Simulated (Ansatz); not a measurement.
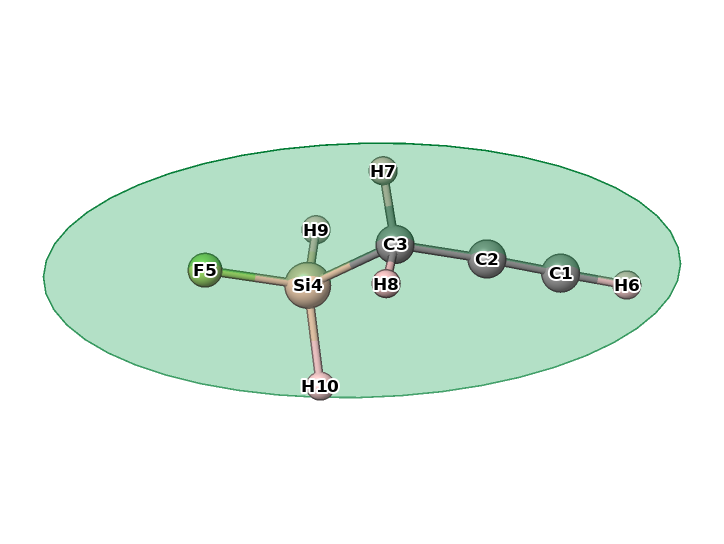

A disc through the centre of mass is drawn in. Distant atoms are faded towards the background colour. Computed geometry: PBE0-D4/def2-TZVP optimisation. No frequency run is at hand to confirm it as a minimum.

Is the plane of the disc a mirror plane of the structure?

Yes. The reflection leaves C1, C2, C3, Si4, F5, H6 in place and moves H7 ↔ H8; H9 ↔ H10. The point group is Cs.
